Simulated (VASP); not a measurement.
# GW on BN (Qingsongite)

How does the gap of BN (Qingsongite) change from the starting functional to GW? The cell is of the zinc-blende type. The start is a cell from a database of measured crystal structures.

Program: VASP 6.6.1. Level of theory: PBE; plane waves and PAW (N_GW, B_GW), in the first sound run; inputs show where later runs differ. Results are calculated unless marked as measured.

**1. Set-up**

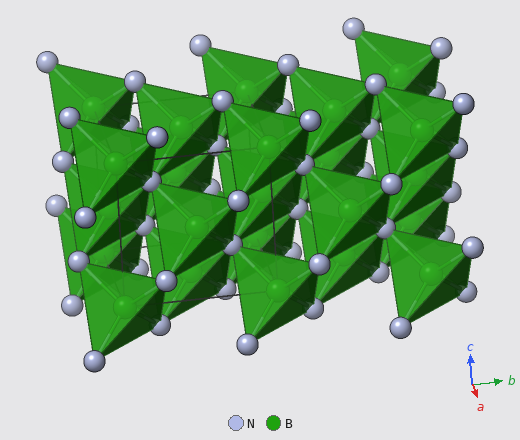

Start, viewed slightly off an axis; nitrogen light blue, boron green. 1×2×1 cells are drawn. This picture shows the conventional cell, with its axes. Some periodic images of atoms are drawn too.

**2. Ground state**

The orbitals come from a self-consistent PBE run with a tight EDIFF and a narrow smearing. KPOINTS_OPT adds the bands along a path, which shows whether the mesh holds the band edges.

The input, INCAR:

```
SYSTEM = BN
PREC = Accurate
ENCUT = 450
EDIFF = 1E-08
NELM = 100
ISMEAR = 0
SIGMA = 0.01
LREAL = .FALSE.
ALGO = Normal
GGA = PE
NBANDS = 10
LORBIT = 11
LWAVE = .TRUE.
LCHARG = .FALSE.
KPAR = 8
```

The input, POSCAR:

```
BN
1.0
    0.0000000000      1.8075000000      1.8075000000
    1.8075000000      0.0000000000      1.8075000000
    1.8075000000      1.8075000000      0.0000000000
N B
1 1
Direct
    0.7500000000      0.7500000000      0.7500000000
    0.0000000000      0.0000000000      0.0000000000
```

The input, KPOINTS:

```
Automatic mesh
0
Gamma
4 4 4
0 0 0
```

The input, KPOINTS_OPT:

```
Line mode
12
Line-mode
Reciprocal
  0.00000000   0.00000000   0.00000000 GAMMA
  0.50000000   0.00000000   0.50000000 X

  0.50000000   0.00000000   0.50000000 X
  0.50000000   0.25000000   0.75000000 W

  0.50000000   0.25000000   0.75000000 W
  0.37500000   0.37500000   0.75000000 K

  0.37500000   0.37500000   0.75000000 K
  0.00000000   0.00000000   0.00000000 GAMMA

  0.00000000   0.00000000   0.00000000 GAMMA
  0.50000000   0.50000000   0.50000000 L

  0.50000000   0.50000000   0.50000000 L
  0.62500000   0.25000000   0.62500000 U

  0.62500000   0.25000000   0.62500000 U
  0.50000000   0.25000000   0.75000000 W

  0.50000000   0.25000000   0.75000000 W
  0.50000000   0.50000000   0.50000000 L

  0.50000000   0.50000000   0.50000000 L
  0.37500000   0.37500000   0.75000000 K

  0.62500000   0.25000000   0.62500000 U
  0.50000000   0.00000000   0.50000000 X
```

The projector-augmented-wave data sets are N_GW and B_GW (PBE family, release 64).

Launch:

```bash
$ mpirun -np 8 vasp_std
```

The program printed:

```text
[banner, memory and clock lines left out]
running    8 mpi-ranks, on    1 nodes
 distrk:  each k-point on    1 cores,    8 groups
 distr:  one band on    1 cores,    1 groups

 POSCAR found type information on POSCAR N B
 POSCAR found :  2 types and       2 ions
|                                                                             |
|           W    W    AA    RRRRR   N    N  II  N    N   GGGG   !!!           |
|           W    W   A  A   R    R  NN   N  II  NN   N  G    G  !!!           |
|           W    W  A    A  R    R  N N  N  II  N N  N  G       !!!           |
|           W WW W  AAAAAA  RRRRR   N  N N  II  N  N N  G  GGG   !            |
|           WW  WW  A    A  R   R   N   NN  II  N   NN  G    G                |
|           W    W  A    A  R    R  N    N  II  N    N   GGGG   !!!           |
|                                                                             |
|     For optimal performance we recommend to set                             |
|       NCORE = 2 up to number-of-cores-per-socket                            |
|     NCORE specifies how many cores store one orbital (NPAR=cpu/NCORE).      |
|     This setting can greatly improve the performance of VASP for DFT.       |
|     The default, NCORE=1 might be grossly inefficient on modern             |
|     multi-core architectures or massively parallel machines. Do your        |
|     Unfortunately you need to use the default for GW and RPA                |
|     calculations (for HF NCORE is supported but not extensively tested      |
|     yet).                                                                   |
|                                                                             |

 LDA part: xc-table for (Slater+PW92), standard interpolation
 POSCAR, INCAR and KPOINTS ok, starting setup
 FFT: planning ... GRIDC
 FFT: planning ... GRID_SOFT
 FFT: planning ... GRID
 WAVECAR not read
 entering main loop
       N       E                     dE             d eps       ncg     rms          rms(c)
DAV:   1     0.192386562820E+02    0.19239E+02   -0.50334E+03   160   0.811E+02
DAV:   2    -0.175895843096E+02   -0.36828E+02   -0.35138E+02   190   0.216E+02
DAV:   3    -0.183333725172E+02   -0.74379E+00   -0.74272E+00   200   0.280E+01
DAV:   4    -0.183358908213E+02   -0.25183E-02   -0.25180E-02   188   0.163E+00
DAV:   5    -0.183359104248E+02   -0.19604E-04   -0.19603E-04   188   0.146E-01    0.612E+00
DAV:   6    -0.174662019549E+02    0.86971E+00   -0.28896E+00   224   0.144E+01    0.232E+00
DAV:   7    -0.173862635178E+02    0.79938E-01   -0.91462E-02   222   0.313E+00    0.119E+00
DAV:   8    -0.173720556855E+02    0.14208E-01   -0.40093E-02   216   0.199E+00    0.144E-01
DAV:   9    -0.173724998200E+02   -0.44413E-03   -0.10935E-03   186   0.317E-01    0.378E-02
DAV:  10    -0.173725005899E+02   -0.76984E-06   -0.90359E-05   176   0.103E-01    0.945E-03
DAV:  11    -0.173725051748E+02   -0.45849E-05   -0.72669E-06   196   0.261E-02    0.367E-03
DAV:  12    -0.173725050099E+02    0.16484E-06   -0.82597E-07   206   0.965E-03    0.473E-04
DAV:  13    -0.173725050664E+02   -0.56448E-07   -0.26248E-08   186   0.157E-03    0.753E-05
DAV:  14    -0.173725050805E+02   -0.14110E-07   -0.81361E-10   106   0.304E-04    0.296E-05
DAV:  15    -0.173725050797E+02    0.74436E-09   -0.75639E-11   104   0.141E-04
   1 F= -.17372505E+02 E0= -.17372505E+02  d E =-.300236E-46
 Start KPOINTS_OPT (optional k-point list driver)
k-point batch [1-8\120]
       N       E                     dE             ncg
DAV:   1     0.519400595368E+03   -0.60754E+03      160
DAV:   2     0.896661866100E+02   -0.42973E+03      208
DAV:   3     0.811071108935E+02   -0.85591E+01      192
DAV:   4     0.810641229616E+02   -0.42988E-01      182
DAV:   5     0.810637859736E+02   -0.33699E-03      186
DAV:   6     0.810637823986E+02   -0.35750E-05      202
DAV:   7     0.810637823562E+02   -0.42353E-07      186
DAV:   8     0.810637823561E+02   -0.11666E-09      174
[...]
k-point batch [113-120\120]
       N       E                     dE             ncg
DAV:   1     0.228407631086E+03   -0.33126E+04      160
DAV:   2    -0.541813451400E+02   -0.28259E+03      182
DAV:   3    -0.601033795182E+02   -0.59220E+01      222
DAV:   4    -0.601153522662E+02   -0.11973E-01      180
DAV:   5    -0.601154210181E+02   -0.68752E-04      204
DAV:   6    -0.601154214960E+02   -0.47792E-06      188
DAV:   7    -0.601154214980E+02   -0.19636E-08      232
 writing wavefunctions
```

Run time: 2 s. Hardware: 8 MPI ranks of Intel Xeon Platinum 8488C (Sapphire Rapids), shared host; peak memory 0.86 GiB; 10 s of CPU time.

The logs omit lines about the potential files and the build; timing stands in the text.

Parts of OUTCAR (step 2):

```text
ion  position               nearest neighbor table
   1  0.750  0.750  0.750-   2 1.57   2 1.57   2 1.57   2 1.57
   2  0.000  0.000  0.000-   1 1.57   1 1.57   1 1.57   1 1.57

  LATTYP: Found a face centered cubic cell.
 ALAT       =     3.6150000000

 Subroutine GETGRP returns: Found 24 space group operations
 (whereof 24 operations were pure point group operations)

The static configuration has the point symmetry T_d .

 Found      8 irreducible k-points:

   k-points           NKPTS =      8   k-points in BZ     NKDIM =      8   number of bands    NBANDS=     10

   dimension x,y,z NGX =    18 NGY =   18 NGZ =   18
   dimension x,y,z NGXF=    36 NGYF=   36 NGZF=   36

   ENCUT  =  450.0 eV  33.07 Ry    5.75 a.u.   4.42  4.42  4.42*2*pi/ulx,y,z

   NELECT =       8.0000    total number of electrons

 k-points in reciprocal lattice and weights: Automatic mesh
   0.00000000  0.00000000  0.00000000       0.016
   0.25000000  0.00000000  0.00000000       0.125
   0.50000000  0.00000000  0.00000000       0.062
   0.25000000  0.25000000  0.00000000       0.094
   0.50000000  0.25000000  0.00000000       0.375
  -0.25000000  0.25000000  0.00000000       0.188
   0.50000000  0.50000000  0.00000000       0.047
  -0.25000000  0.50000000  0.25000000       0.094

 average (electrostatic) potential at core
       1 -59.2746       2 -24.4149

 E-fermi :   7.5973

 k-point     1 :       0.0000    0.0000    0.0000
  band No.  band energies     occupation
      1     -12.7510      2.00000
      2       7.4978      2.00000
      3       7.4978      2.00000
      4       7.4978      2.00000
      5      16.2903      0.00000
      6      16.2903      0.00000
      7      16.2903      0.00000
      8      17.8320      0.00000
      9      32.2171      0.00000
    ...

 k-point     2 :       0.2500    0.0000    0.0000
  band No.  band energies     occupation
      1     -11.2719      2.00000
      2       2.0086      2.00000
      3       6.3648      2.00000
      4       6.3648      2.00000
      5      17.1225      0.00000
      6      17.8150      0.00000
      7      17.8150      0.00000
      8      21.0632      0.00000
      9      30.9306      0.00000
    ...

 k-point     3 :       0.5000    0.0000    0.0000
  band No.  band energies     occupation
      1      -8.5292      2.00000
      2      -3.2147      2.00000
      3       5.5483      2.00000
      4       5.5483      2.00000
      5      17.6192      0.00000
      6      18.1821      0.00000
      7      18.1821      0.00000
      8      22.7533      0.00000
      9      30.9431      0.00000
    ...

  Total        0.0007259      0.0007259      0.0007259     -0.0000000     -0.0000000      0.0000000
  in kB        0.0984791      0.0984791      0.0984791     -0.0000000     -0.0000000      0.0000000
  external PRESSURE =       0.0984791 kB  Pullay stress =       0.0000000 kB

  energy-cutoff  :      450.00
  volume of cell :       11.81
      direct lattice vectors                 reciprocal lattice vectors
     0.000000000  1.807500000  1.807500000    -0.276625173  0.276625173  0.276625173
     1.807500000  0.000000000  1.807500000     0.276625173 -0.276625173  0.276625173
     1.807500000  1.807500000  0.000000000     0.276625173  0.276625173 -0.276625173

 POSITION                                       TOTAL-FORCE (eV/Angst)
 -----------------------------------------------------------------------------------
      2.71125      2.71125      2.71125         0.000000      0.000000      0.000000
      0.00000      0.00000      0.00000        -0.000000     -0.000000     -0.000000
 -----------------------------------------------------------------------------------
    total drift:                               -0.000001     -0.000001     -0.000001

  FREE ENERGIE OF THE ION-ELECTRON SYSTEM (eV)
  ---------------------------------------------------
  free  energy   TOTEN  =       -17.3725050797 eV

  energy  without entropy=      -17.3725050797  energy(sigma->0) =      -17.37250508

 total charge
# of ion       s       p       d       tot
------------------------------------------
    1        1.173   2.697   0.000   3.869
    2        0.636   1.262   0.000   1.898
--------------------------------------------------
tot          1.809   3.959   0.000   5.768

[... 3 further parts left out ...]
```

Numbers from this step:

| Quantity | Value |
| --- | --- |
| free energy (TOTEN) | -17.37 eV |
| Fermi energy | 7.597 eV |
| pressure | 0.009848 GPa |
| least gap on mesh and path | 4.436 eV |
| least direct gap on mesh and path | 8.792 eV |

The highest empty bands on the path are converged less tightly, to about 0.1 eV. The electronic bands at the labelled points (eV, zero at the valence-band top; v1 is the highest filled band, c1 the lowest empty one):

```csv
point,v3,v2,v1,c1,c2,c3,c4
Γ,0.00,0.00,0.00,8.79,8.79,8.79,10.33
X,-8.94,-4.92,-4.92,4.44,9.20,17.92,17.92
W,-7.61,-6.98,-6.53,9.59,13.29,14.48,14.65
K,-8.14,-7.68,-4.08,6.89,12.86,15.82,16.67
Γ,0.00,0.00,0.00,8.79,8.79,8.79,10.33
L,-10.71,-1.95,-1.95,10.12,10.68,10.68,15.26
U,-8.14,-7.68,-4.08,6.89,12.86,15.82,16.67
W,-7.61,-6.98,-6.53,9.59,13.29,14.48,14.65
L,-10.71,-1.95,-1.95,10.12,10.68,10.68,15.26
K,-8.14,-7.68,-4.08,6.89,12.86,15.82,16.67
jump to U,-8.14,-7.68,-4.08,6.89,12.86,15.82,16.67
X,-8.94,-4.92,-4.92,4.44,9.20,17.92,17.92
```

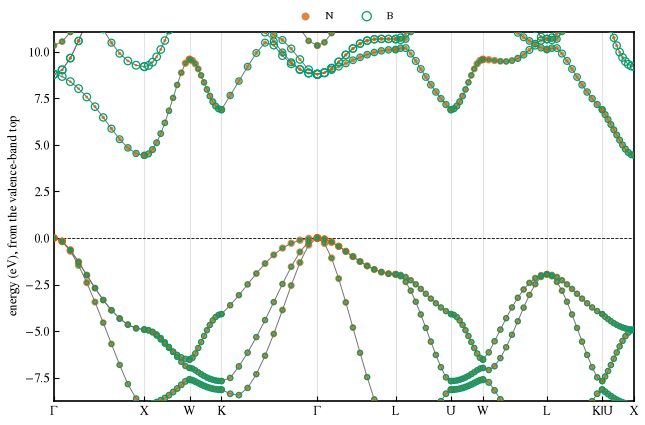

Electronic bands along the path; dots are coloured as in the legend, and their area grows with the weight.

The cell has a gap of 4.44 eV on mesh and path.

**3. Empty bands**

The next step needs empty bands that the ground-state run didn't converge, so the Hamiltonian is diagonalised exactly for NBANDS bands, in a single step. LOPTICS writes the k-derivatives of the orbitals (WAVEDER), which give the long-wavelength limit of the screening.

The input, INCAR:

```
SYSTEM = BN
PREC = Accurate
ENCUT = 450
ISMEAR = 0
SIGMA = 0.01
LREAL = .FALSE.
GGA = PE
NBANDS = 32
ALGO = Exact
NELM = 1
LWAVE = .TRUE.
LCHARG = .FALSE.
LOPTICS = .TRUE.
NEDOS = 1000
CSHIFT = 0.1
```

POSCAR is that of step 2.

KPOINTS is that of step 2.

Launch:

```bash
$ mpirun -np 8 vasp_std
```

The program printed:

```text
[banner, memory and clock lines left out]
running    8 mpi-ranks, on    1 nodes
 distrk:  each k-point on    8 cores,    1 groups
 distr:  one band on    1 cores,    8 groups

 POSCAR found type information on POSCAR N B
 POSCAR found :  2 types and       2 ions
 [... a notice as in an earlier step ...]

 LDA part: xc-table for (Slater+PW92), standard interpolation
 found WAVECAR, reading the header
  number of bands has changed, file:    10 present:    32
  trying to continue reading WAVECAR, but it might fail
 POSCAR, INCAR and KPOINTS ok, starting setup
 FFT: planning ... GRIDC
 FFT: planning ... GRID_SOFT
 FFT: planning ... GRID
 reading WAVECAR
 random initialization beyond band           10
 the WAVECAR file was read successfully
 initial charge from wavefunction
 entering main loop
       N       E                     dE             d eps       ncg     rms          rms(c)
DIA:   1    -0.173725050794E+02   -0.17373E+02    0.00000E+00     0   0.000E+00
   1 F= -.17372505E+02 E0= -.17372505E+02  d E =-.108461E-11
 writing wavefunctions
 optical routines
 imaginary and real dielectric function
 recalculating local potential from charge density
 direction            1
 direction            2
 direction            3
```

The job ended after 1.2 s (8 MPI ranks; peak memory 0.8 GiB).

Parts of OUTCAR (step 3):

```text
The static configuration has the point symmetry T_d .

 Found      8 irreducible k-points:

   k-points           NKPTS =      8   k-points in BZ     NKDIM =      8   number of bands    NBANDS=     32

   NELECT =       8.0000    total number of electrons

 E-fermi :   7.5418

 k-point     1 :       0.0000    0.0000    0.0000
  band No.  band energies     occupation
      1     -12.7510      2.00000
      2       7.4978      2.00000
      3       7.4978      2.00000
      4       7.4978      2.00000
      5      16.2903      0.00000
      6      16.2903      0.00000
      7      16.2903      0.00000
      8      17.8319      0.00000
      9      32.2171      0.00000
    ...

 k-point     2 :       0.2500    0.0000    0.0000
  band No.  band energies     occupation
      1     -11.2719      2.00000
      2       2.0086      2.00000
      3       6.3648      2.00000
      4       6.3648      2.00000
      5      17.1225      0.00000
      6      17.8150      0.00000
      7      17.8150      0.00000
      8      21.0632      0.00000
      9      30.9257      0.00000
    ...

  Total        0.0007386      0.0007386      0.0007386      0.0000000      0.0000000     -0.0000000
  in kB        0.1001963      0.1001963      0.1001963      0.0000000      0.0000000     -0.0000000
  external PRESSURE =       0.1001963 kB  Pullay stress =       0.0000000 kB

  FREE ENERGIE OF THE ION-ELECTRON SYSTEM (eV)
  ---------------------------------------------------
  free  energy   TOTEN  =       -17.3725050794 eV

  energy  without entropy=      -17.3725050794  energy(sigma->0) =      -17.37250508

 plasma frequency squared (from intraband transitions) (eV^2)
  --------------------------------------------------------------------------------------
       0.000       0.000      -0.000
       0.000       0.000      -0.000
       0.000       0.000       0.000

[... 13 parts as in an earlier step ...]
```

WAVECAR now holds 32 bands for 8 electrons. Its independent-particle dielectric tensor has xx, yy, zz = 5.4, 5.4, 5.4 on this mesh, which isn't tested for convergence; a coarse zone-centred mesh tends to overstate it, local fields are missing, and the same mesh feeds the screening.

[end of part 1 of 4]

[Lines on the potential files, build, host, timing and source positions are cut from VASP's logs without a mark.]

[Logs are printed without paths, hosts, clocks, repeated set-up lines and the standing remarks that a program may print on its own settings, such as how far it seeks lower states.]

[Hosts, paths, dates, database ids (printed as entryN), source tags and the programs' standing remarks are cut or masked in the printed files.]

[Measured values are set beside computed ones only where the two were judged alike; some that the calculation misses by far are left out.]

[Pressures printed for these runs are not shown converged in the cutoff: they can be off by several GPa and have the wrong sign.]
